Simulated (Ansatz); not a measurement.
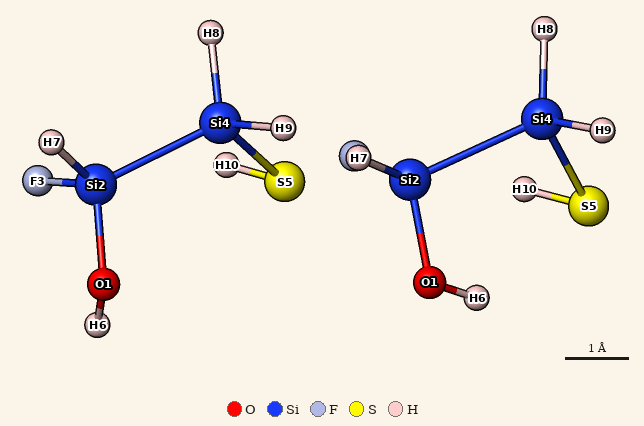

Two geometries of Si₂H₅SOF (coarse preliminary run), drawn at one scale. One is the start of a relaxation, the other its converged end. The picture is a ball-and-stick view, seen from a free direction.

All numbers below come from Ansatz 0.2.0, RKS PBE-D4/def2-SVP. (force threshold 0.03 eV/Å; at most 200 steps)

**Which one is relaxed?**

The right one is the relaxed one. The start comes from a force field. The largest move after the best rigid fit is that of H6, 1.02 Å. Largest moves by element: H 1.02 Å, S 0.53 Å, F 0.40 Å, O 0.36 Å, Si 0.15 Å. Near-neighbour distances that change, for instance: Si2–Si4 2.255 → 2.348 Å, S5–H10 1.302 → 1.365 Å, O1–H6 1.035 → 0.982 Å, Si4–H9 1.548 → 1.503 Å. Bond angles that change, for instance: Si2–Si4–S5 112.2° → 99.2°, Si4–Si2–H7 111.7° → 122.2°, O1–Si2–Si4 114.0° → 104.1°. Groups turn about O1–Si2 by about 55°. After 15 geometry steps the energy has fallen by 43.2 kJ/mol. The largest force component goes from 2.9 to 0.019 eV/Å. Cost: 22 s on 4 threads of Arm Neoverse V1, with other jobs on the host.
